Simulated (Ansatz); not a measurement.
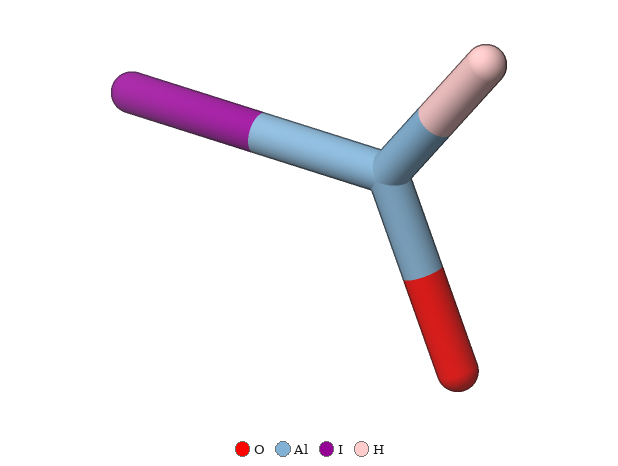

Stick drawing of a structure. Every bond is drawn as one stick, whatever its order.

The species is neutral and a spin doublet. The computed structure is the end point of a PBE0-D4/def2-TZVP optimisation. No frequency run is at hand to confirm it as a minimum.

Count the atoms of each element.

Answer. AlHIO, 4 atoms: 1 aluminium, 1 hydrogen, 1 iodine and 1 oxygen.

Count the bonded pairs by element.

Answer. 1 Al–O, 1 Al–I, 1 Al–H. Sticks follow a distance rule.

The parts below concern this one geometry. Atoms keep their numbers from picture to picture.

## Shape

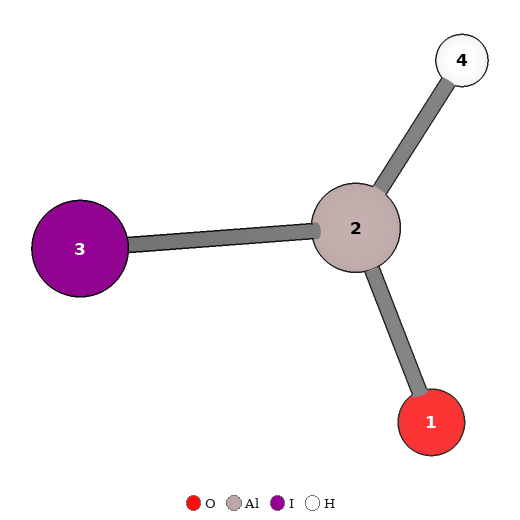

No frequency run is at hand to confirm it as a minimum.

Which atoms are bonded, and how long are the bonds?

```tsv
bond	length (Å)
O1–Al2	1.725
Al2–I3	2.455
Al2–H4	1.569
```

## Electronic properties

No frequency run is at hand to confirm it as a minimum. Method: UKS PBE0-D4/def2-TZVPP, core potentials on I (Ansatz 0.2.0).

Computed properties:

- HOMO energy (Kohn–Sham orbital): −8.13 eV
- ⟨S²⟩ of the determinant: 0.754

## Dipole moment

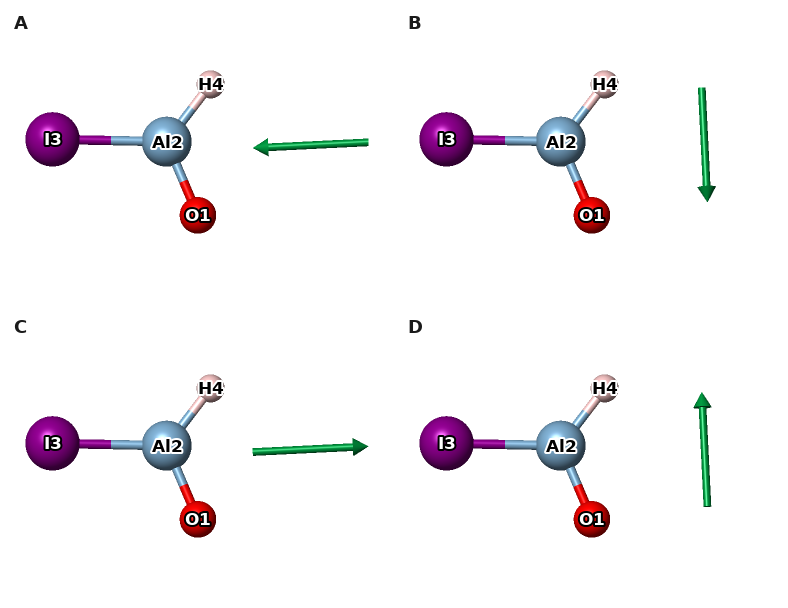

The same molecule four times, each with an arrow. No frequency run is at hand to confirm it as a minimum. Properties computed with UKS PBE0-D4/def2-TZVP, core potentials on I (Ansatz 0.2.0).

Which arrow points along the dipole moment, from the negative to the positive end?

Answer. D. The dipole moment is 1.51 D; it points from the side of O1 to the side of H4 (the outermost atoms at the two ends).

## Charges

The questions are on Mulliken charges. No frequency run is at hand to confirm it as a minimum. Level of theory: UKS PBE0-D4/def2-TZVP, core potentials on I (Ansatz 0.2.0).

List the Mulliken charges.

```json
{"atom": "O1", "value (e)": "−0.28"}
{"atom": "Al2", "value (e)": "0.52"}
{"atom": "I3", "value (e)": "−0.18"}
{"atom": "H4", "value (e)": "−0.06"}
```

Mulliken values depend strongly on the basis set and can even reverse the polarity of a bond.
